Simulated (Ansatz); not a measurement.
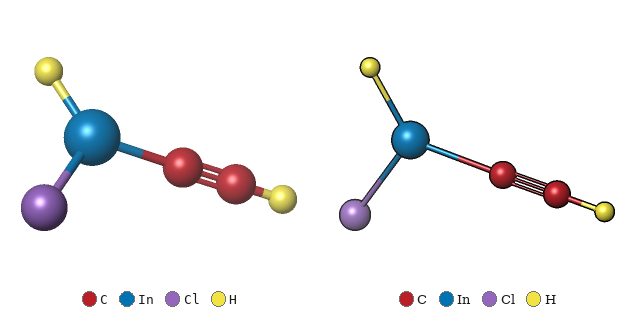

The same structure drawn twice, from different directions.

What does the picture show?

It has 6 atoms: 2 carbon, 2 hydrogen, 1 chlorine and 1 indium (C₂H₂ClIn). Its SMILES string is `C#[C][InH][Cl]`. Among its groups: alkyne. The point group is Cs. All atoms lie on one plane. Coordination: 2 C linear; 1 In trigonal planar.

More results for the same structure follow; atom numbers are the same in all pictures, views and colours differ. Computed geometry: PBE0-D4/def2-TZVP optimisation.

### Levels of theory compared

Program: Ansatz 0.2.0.

At this fixed geometry, give HOMO energy (eV), dipole (D) at these levels: B3LYP-D4/def2-TZVPP; PBE-D4/def2-TZVPP; r2SCAN-D4/def2-TZVPP; ωB97M-V/def2-TZVPP.

| level | HOMO energy (eV) | dipole (D) |
| --- | --- | --- |
| B3LYP-D4/def2-TZVPP | −8.11 | 2.62 |
| PBE-D4/def2-TZVPP | −7.15 | 2.50 |
| r2SCAN-D4/def2-TZVPP | −7.40 | 2.65 |
| ωB97M-V/def2-TZVPP | −10.61 | 2.66 |

### Charges

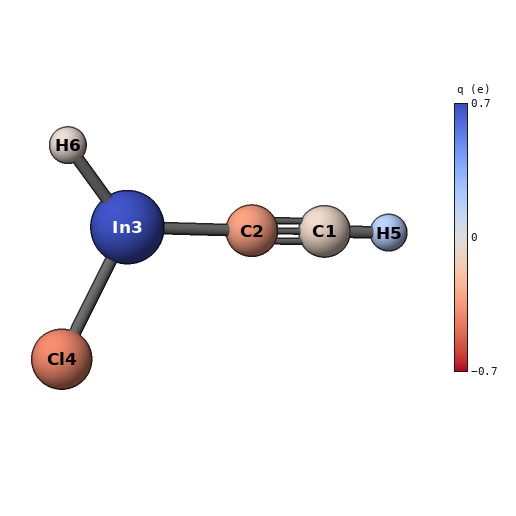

Atoms are coloured by their Mulliken charges. Level of theory: RKS PBE0-D4/def2-TZVP, core potentials on In (Ansatz 0.2.0).

Which atom carries the highest charge (most positive or least negative)?

In3 (0.67 e).

And the lowest?

Cl4 (−0.40 e).

List the Mulliken charges.

```csv
atom,value (e)
C1,−0.08
C2,−0.33
In3,0.67
Cl4,−0.40
H5,0.18
H6,−0.04
```

### Thermal motion

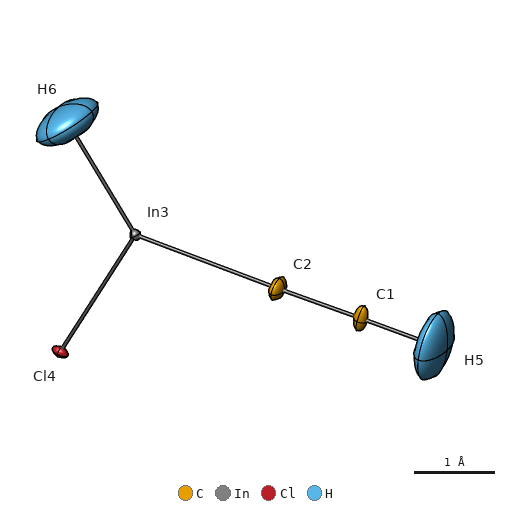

Displacement ellipsoids at the 50 % level, enlarged 1.5 times, from the internal vibrations of the free molecule (harmonic, no overall translation or rotation; no half-axis is drawn under 0.075 Å). Vibrations computed with RKS PBE0-D4/def2-TZVP, core potentials on In (Ansatz 0.2.0). Temperature: 0 K (zero-point motion alone).

Which atom has the largest mean-square displacement?

H6, with U_eq = 0.0291 Å².

Does H5 move more along its bond or across it?

Across it: the root-mean-square amplitude is 0.080 Å along the bond and up to 0.209 Å across, since bending and torsion are softer than stretching.

Give the displacement parameters, one line for each set of equivalent atoms.

```csv
atom,U_eq (Å²),rms amplitudes (Å)
C1,0.0035,"0.041, 0.041, 0.085"
C2,0.0039,"0.040, 0.068, 0.075"
In3,0.00017,"0.004, 0.010, 0.020"
Cl4,0.0011,"0.004, 0.031, 0.049"
H5,0.0270,"0.080, 0.177, 0.209"
H6,0.0291,"0.095, 0.187, 0.208"
```

Mulliken values depend strongly on the basis set and can even reverse the polarity of a bond.
